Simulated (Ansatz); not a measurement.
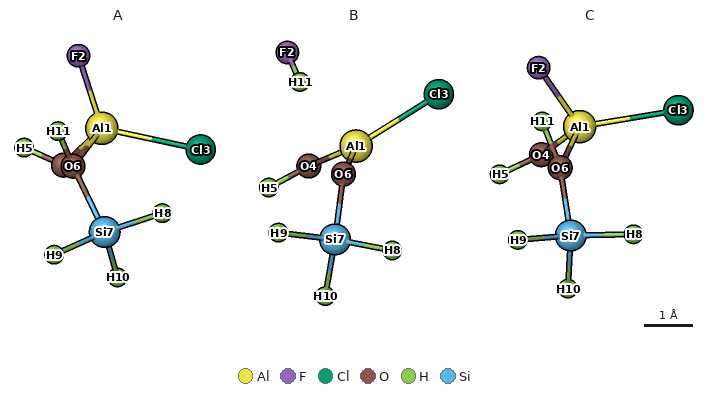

3 geometries from one relaxation of AlSiH$_{5}$O$_{2}$ClF, in shuffled order. Style: ball-and-stick. Shown from a free direction.

The run prepares an end point of a later path (reaction) calculation, from a guessed geometry.

The calculation used RKS PBE0-D4/6-31G* in Ansatz. (no spin polarisation; force threshold 0.03 eV/Å; at most 50 steps)

### Order the frames from highest to lowest energy.

B, C, A. They are steps 0, 11, 26, at +33.2 kcal/mol, +11.8 kcal/mol relative to the last. The energy falls by 33.2 kcal/mol in 24 accepted moves (26 points after the start). The largest force component goes from 0.87 to 0.015 eV/Å. The line search rejected the trial steps at points 7, 15 of the run. The atom that moves furthest after the best rigid fit is Cl3 (1.32 Å). By element the largest moves are Cl 1.32 Å, F 1.08 Å, H 1.06 Å, O 0.76 Å, Al 0.55 Å, Si 0.21 Å. Among the contacts that change: F2–H11 0.932 → 2.387 Å, O6–H11 2.205 → 0.971 Å, Al1–F2 2.874 → 1.672 Å, Al1–O6 1.750 → 1.945 Å. New bonds form, among them: Al1–F2 (2.87 → 1.67 Å), O6–H11 (2.20 → 0.97 Å). Bonds break, among them: F2–H11 (0.93 → 2.39 Å). Among the angles between lasting bonds that change: Cl3–Al1–O6 117.7° → 99.6°, Al1–O6–Si7 143.3° → 127.1°, O4–Al1–O6 123.1° → 108.6°. Groups turn about O6–Si7 by about 30°. The run took 56 s on 4 threads of Arm Neoverse V2, on a shared host, peak memory 0.28 GiB.

Limits of the set-up: the start holds two separate molecules, 2.2 Å apart at their closest, whose relative position is a soft coordinate.
